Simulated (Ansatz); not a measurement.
## Electronic structure of Cl$_{2}$Ga···HCl (doublet) in real space

Input file:

```
crystal:
  periodic: [false, false, false]
  atoms:
    - { symbol: Ga, position_ang: [0.0, 0.0, -0.081874] }
    - { symbol: H, position_ang: [0.0, 0.0, 1.488671] }
    - { symbol: Cl, position_ang: [1.838262, 0.0, -1.191879] }
    - { symbol: Cl, position_ang: [-1.838262, 0.0, -1.191879] }
    - { symbol: Cl, position_ang: [0.0, 0.0, 4.046962] }
magnetization:
  spin_polarized: true
  initial_magnetization: 1
basis:
  gaussian: { orbitals: def2-SVP }
hamiltonian:
  xc: pbe
relax:
  f_tol: 0.03
  max_steps: 50
output:
  orbitals: {}
```

Launched as:

```sh
ansatz run input.yaml --threads 2 --pin off --max-ram 3072MiB --backend cpu --events-out ev --progress --plain --runs-dir out
```

The fields are those of the run's last geometry, not of the input's.

These are results of UKS PBE/def2-SVP (Ansatz), not measurements.

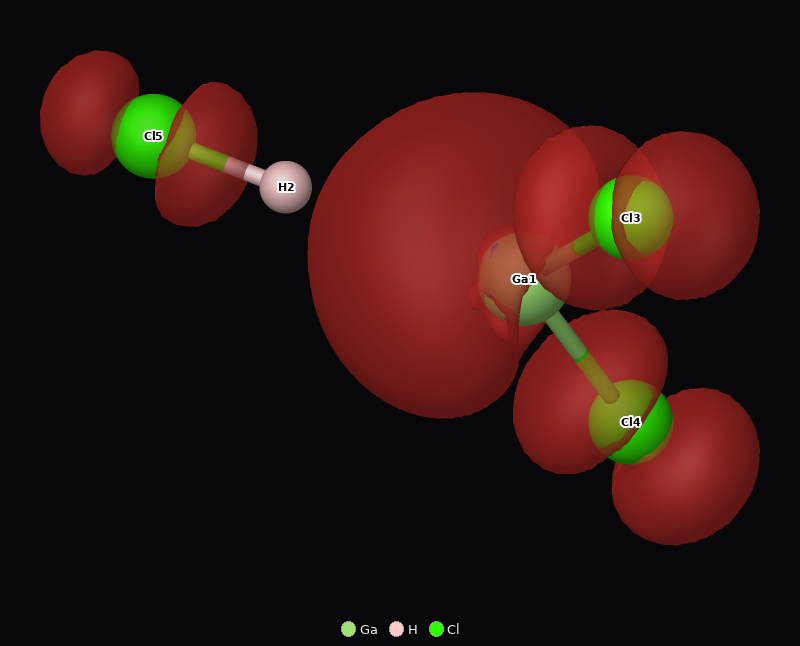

Figure 1. Isosurfaces of the spin density (α minus β) at +0.015 (red) and −0.015 e/Å³ (blue), seen at an oblique angle.

Where is the unpaired spin?

Answer. The unpaired spin (1 electron) lies mostly on Ga1 (about 0.5), Cl3 (about 0.2), Cl4 (about 0.2) and Cl5 (about 0.1), in electrons by Hirshfeld's partition.

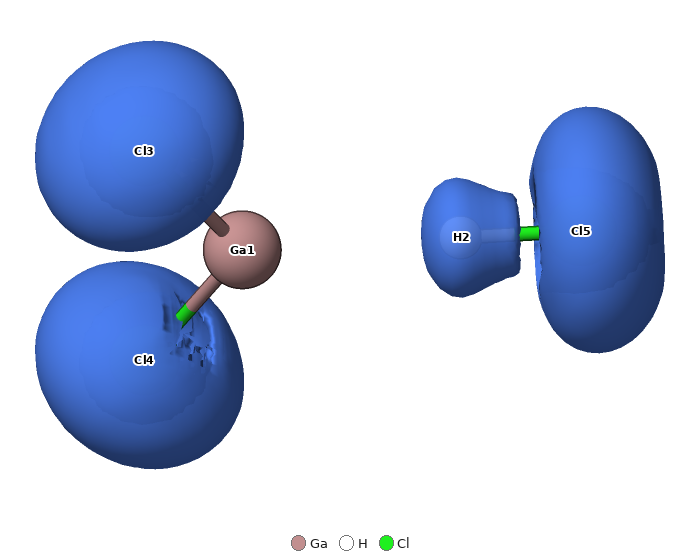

Figure 2. Isosurface of the ELF at 0.8 (blue), seen at an oblique angle. Only the valence region is drawn (cores and ρ < 0.01 e/Å³ removed).

Identify the bonds, lone pairs and shells in this picture.

Answer. The surface consists of one region around a hydrogen nucleus and three regions wrapped around Cl (the valence shell of each). Along the contacts the grid gives the following. Ga1···H2 (2.38 Å): the ELF climbs to about 1 towards the hydrogen. Ga–Cl (2.18 Å): the ELF peaks at about 0.80 in the valence shell of Cl, 0.8 Å from its nucleus, and is about 0.50 at the midpoint.

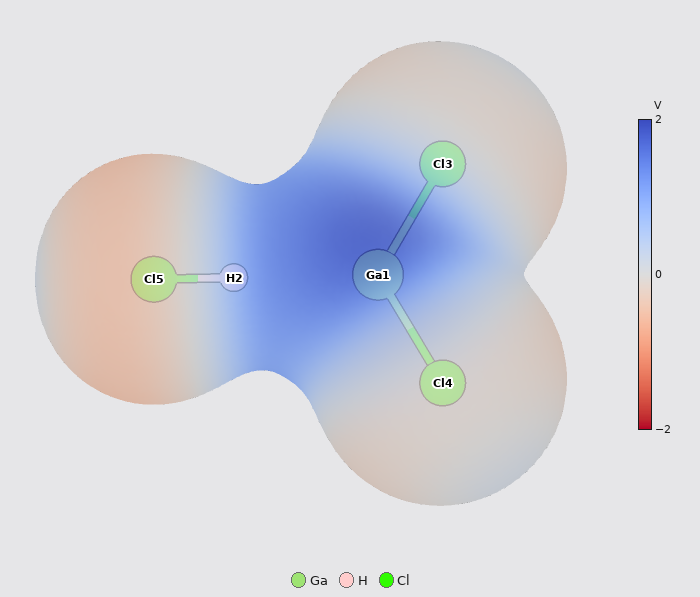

Figure 3. The electrostatic potential painted on the density surface at 0.001 e/bohr³, seen at a tilt; the colour scale runs from red (negative) to blue (positive).

Describe the electrostatic potential map.

Answer. The most negative region (about −0.5 V) lies over Cl5, the most positive (about +1.8 V) over Ga1.
